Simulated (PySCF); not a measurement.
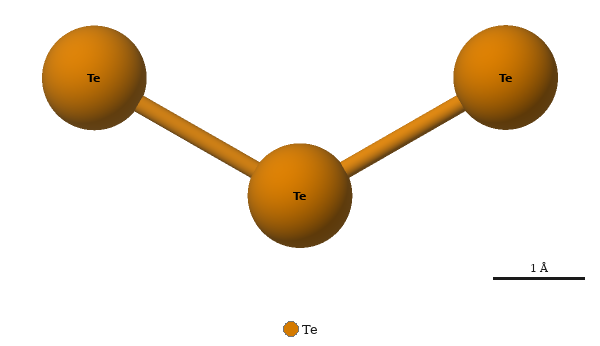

**Figure 1.** The input geometry (ball-and-stick view, seen on its broad side). Bond lengths as drawn: Te–Te 2.62 Å.

**Frequency calculation, with input and output: Te3**

- system: Te3, multiplicity 3
- method: UKS-based PBE0, Te def2-TZVP with ECP28; non-relativistic Hamiltonian with a scalar-relativistic core potential; density fitting (PySCF 2.14.0)

### What the program printed
```
init E= -804.134399353245
  alpha nocc = 37  HOMO = -0.219456930689446  LUMO = -0.0895156760957301
  beta  nocc = 35  HOMO = -0.226257713852331  LUMO = -0.181462871551391
  HOMO = -0.219456930689  LUMO = -0.181462871551  gap/eV = 1.03387
cycle= 1 E= -804.134399350997  delta_E= 2.25e-09  |g|= 5.25e-05  |ddm|= 0.000117
  alpha nocc = 37  HOMO = -0.21945638970433  LUMO = -0.0895149974233957
  beta  nocc = 35  HOMO = -0.226257688026655  LUMO = -0.181462734144828
  HOMO = -0.219456389704  LUMO = -0.181462734145  gap/eV = 1.03386
cycle= 2 E= -804.134399308766  delta_E= 4.22e-08  |g|= 0.000218  |ddm|= 0.000451
  alpha nocc = 37  HOMO = -0.21945659350069  LUMO = -0.0895152354390705
  beta  nocc = 35  HOMO = -0.226257677363197  LUMO = -0.181462762507917
  HOMO = -0.219456593501  LUMO = -0.181462762508  gap/eV = 1.03386
cycle= 3 E= -804.134399353534  delta_E= -4.48e-08  |g|= 7.67e-06  |ddm|= 0.000381
  alpha nocc = 37  HOMO = -0.219456744409399  LUMO = -0.0895154250521983
  beta  nocc = 35  HOMO = -0.226257685078499  LUMO = -0.181462793558533
  HOMO = -0.219456744409  LUMO = -0.181462793559  gap/eV = 1.03387
cycle= 4 E= -804.134399353583  delta_E= -4.93e-11  |g|= 6.45e-06  |ddm|= 1.19e-05
  alpha nocc = 37  HOMO = -0.219456734864726  LUMO = -0.0895154254454313
  beta  nocc = 35  HOMO = -0.226257736599829  LUMO = -0.181462811702045
  HOMO = -0.219456734865  LUMO = -0.181462811702  gap/eV = 1.03387
Extra cycle  E= -804.134399353398  delta_E= 1.85e-10  |g|= 1.8e-05  |ddm|= 4.38e-05
converged SCF energy = -804.134399353398  <S^2> = 2.0235246  2S+1 = 3.0156423
```

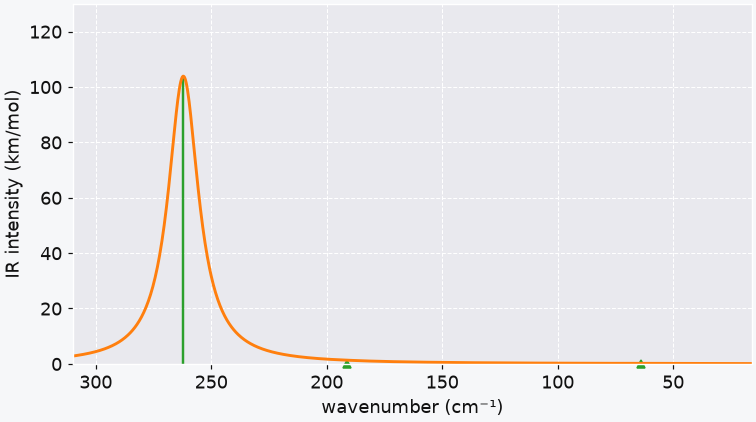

**Figure 2.** Harmonic infrared spectrum, unscaled: sticks (degenerate modes added up, dark ones marked on the axis) with a Lorentzian envelope of 16 cm⁻¹ full width, scaled to the tallest stick. 3 modes from 64 to 262 cm⁻¹, none imaginary. The strongest line is at 262 cm⁻¹ (104 km/mol). All modes, in cm⁻¹ (km/mol): 64 (0.0), 191 (0.0), 262 (104).

This output came from the following input.

### Input
```python
from pyscf import gto, scf, dft
mol = gto.M(atom='''
Te    -0.191310    -0.848788    -0.000488
Te     0.095375     0.423149     2.276809
Te     0.095936     0.425639    -2.276321''',
    basis={'Te': 'def2-TZVP'},
    ecp={'Te': 'def2-TZVP'},
    charge=0, spin=2)
mf = dft.UKS(mol, xc='PBE0')
mf.grids.atom_grid = (75, 302)
aux = {'Te': 'def2-universal-JKFIT'}
mf = mf.density_fit(auxbasis=aux)
mf.conv_tol = 1e-09
mf.diis_space = 10
mf.max_cycle = 60
mf.verbose = 4
mf.kernel()
```

The script is an equivalent of the set-up of the self-consistent field. The run itself was carried out by a driver, which started from the orbitals of the step before it where there was one and computed the further properties.

Command:
```bash
OMP_NUM_THREADS=4 python axn.py task.json out
```

### Results in brief

```json
{"quantity": "outcome", "value": "converged"}
{"quantity": "total energy", "value": "−804.134399 hartree"}
{"quantity": "⟨S²⟩", "value": "2.024"}
{"quantity": "zero-point energy", "value": "0.001178 hartree"}
{"quantity": "dipole moment", "value": "0.21 D"}
{"quantity": "wavenumbers, lowest and highest", "value": "64 and 262 cm⁻¹"}
{"quantity": "hardware", "value": "4 threads of AMD EPYC (Zen 3), 64 GiB of memory available, shared host"}
{"quantity": "wall time", "value": "80 s (CPU time 5.2 min)"}
{"quantity": "peak memory", "value": "1.3 GiB"}
```
